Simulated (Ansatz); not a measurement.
## A computed series for Hf: response to strain

The reference is Hf in the hcp (Mg type) structure (space group P6_3/mmc, No. 194; a = 3.159 Å, c = 5.000 Å).

Strains are applied to the cell and any free atomic positions relax.

All numbers come from plane-wave PAW DFT at the PBEsol level (Ansatz, a program for electronic structure, 420 eV), scalar-relativistic without spin-orbit coupling.

Notes on the quantities. pressure: mean of the normal stresses, compression positive.

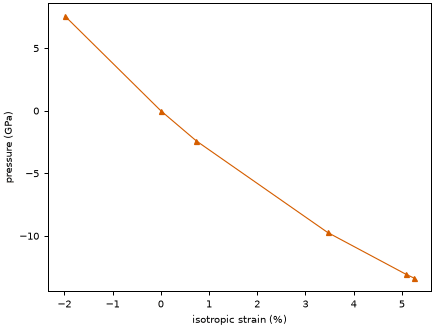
Figure: Pressure against isotropic strain

From the plot, what is the pressure for isotropic strain +5.08 %?

About -13 GPa.

Is the trend monotonic over the range shown?

Yes, it falls throughout, spanning -13.4 GPa to 7.5 GPa.

No phonon test of stability was made. All final runs are without spin polarisation.
